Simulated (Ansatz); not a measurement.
Pd (fcc, Cu type)

```
Pd
1.0
    0.00000     1.95572     1.95572
    1.95572     0.00000     1.95572
    1.95572     1.95572     0.00000
Pd
1
Direct
  0.00000   0.00000   0.00000
```

Two coordinates are scanned: the volume, and the ratio of the stretch along z (the conventional c axis) to the stretch across it. Atoms keep their fractional coordinates.

Level of theory: r2SCAN (plane waves to 500 eV, PAW, scalar-relativistic; Ansatz, a program for electronic structure). k mesh 20×20×20 (Γ-centred), Fermi-Dirac smearing 0.05 eV. E stands for the smeared free energy. Compression counts positive. With partly filled bands, the response to shear is sensitive to the k mesh, so small differences along c/a are uncertain. Pd is run without spin polarisation. Pd was relaxed with its symmetry unable to fall. The PAW data are Ansatz's earlier set. The zero of ΔE is the relaxed starting cell.

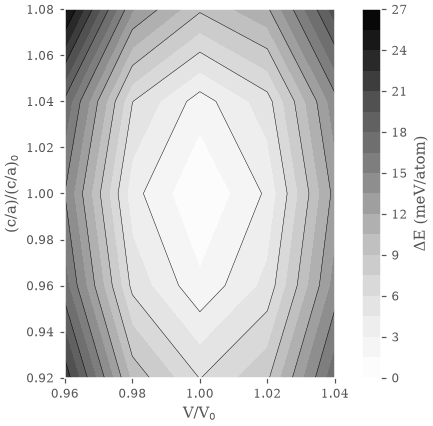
*ΔE (meV/atom) over the 5×5 grid of computed points.*

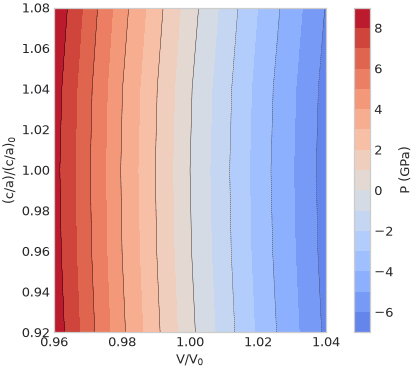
Fig. 1. P (GPa) over the 5×5 grid of computed points.

Highest place on the grid: V/V₀ = 0.960, (c/a)/(c/a)₀ = 1.080 (26 meV/atom). Lowest place on the grid: V/V₀ = 1.000, (c/a)/(c/a)₀ = 1.000 (0 meV/atom).

(Under strain, the slope of the energy per volume gives the stress and its curvature an elastic modulus.)
